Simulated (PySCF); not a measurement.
System: C₈H₁₁FSi (SMILES C#CC[C@](F)(C#CC)[SiH2]C).

Input file:

```
{"job": {"kind": "nmr", "xc": "PBE0", "basis": "pcSseg-1"}, "charge": 0, "multiplicity": 1}
C     -2.043039    -2.594555     0.243087
C     -1.444085    -1.979942    -0.590645
C     -0.709688    -1.248137    -1.597200
C     -0.071871     0.021861    -1.016227
F      0.593632     0.657531    -2.088951
C      0.903683    -0.318462    -0.005480
C      1.736647    -0.589707     0.814187
C      2.713152    -0.931014     1.823834
Si    -1.359928     1.305341    -0.344525
C     -0.402977     2.882575     0.076560
H     -2.571571    -3.137520     0.967852
H      0.077819    -1.889673    -2.007893
H     -1.383234    -0.963757    -2.411043
H      3.673305    -1.145826     1.355270
H      2.382493    -1.812989     2.371966
H      2.837525    -0.104113     2.523030
H     -2.006575     0.711985     0.827681
H     -2.320455     1.531084    -1.430939
H      0.148151     3.248155    -0.785609
H      0.314147     2.704238     0.873358
H     -1.076053     3.669868     0.401219
```

Command:

```sh
OMP_NUM_THREADS=1 python probes_run.py task.json out
```

Geometry: GFN2-xTB.

All numbers below come from PBE0/pcSseg-1, SCF density, gas phase, non-relativistic (PySCF).

Q: Predict the electron density and electron localisation function between the atoms.

A: C–C (1.20 Å): ρ at the midpoint is about 2.7 e/Å³; the ELF peaks at about 0.80 between the atoms; a multiple bond.

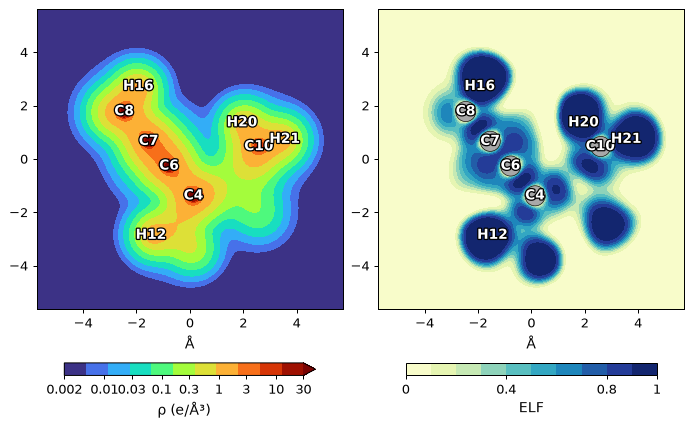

Computed electron density and electron localisation function on the plane of atoms C7, C8 and H16, in this order. Grey discs cover the atomic cores in the ELF map. 
